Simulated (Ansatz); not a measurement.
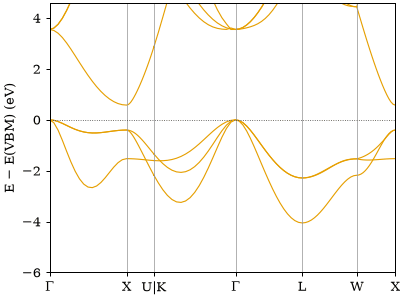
Fig. 1. Band structure from r²SCAN in the plane-wave PAW code Ansatz

Read off the gap and where the band edges lie.

About 0.6 eV (0.58 eV by a search for the band edges); maximum at Γ, minimum at X.

The material is YN (rock salt, Fm-3m).

The r²SCAN relaxation kept the symmetry of its start. No spin polarisation was allowed. Scalar-relativistic: spin–orbit coupling is off unless named, which matters more the heavier the elements.

Potentials: the earlier of the program's two PAW sets.
